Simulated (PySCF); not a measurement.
The calculation's input:

```
{"job": {"kind": "sp", "xc": "PBE0", "basis": "ma-def2-TZVP", "d3": "d3bj", "grid": 2}, "charge": -1, "multiplicity": 2}
N      0.499663     0.002102     0.142475
H     -0.488809     0.003002    -0.199089
```

Launched as:

```sh
OMP_NUM_THREADS=1 python redox_run.py task.json out
```

Geometry: PBE0-D3(BJ)/ma-def2-SVP.

The calculation used DFT single point, gas phase, functional PBE0 in PySCF.

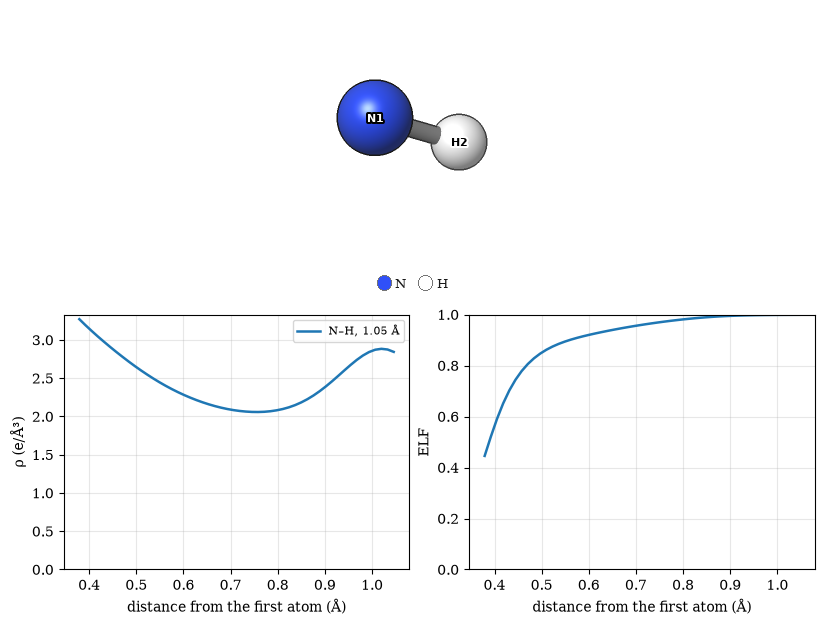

NH (SMILES [NH-]) (charge −1, doublet). Total electron density and electron localisation function along straight lines between neighbouring atoms. The curves leave out the atomic cores. The structure is drawn too.

What can be read from the curves?

Answer. N–H (1.05 Å): ρ is about 2.5 e/Å³ halfway; the ELF climbs to about 1 towards the hydrogen, as it does in any bond to H; a covalent bond by its length.
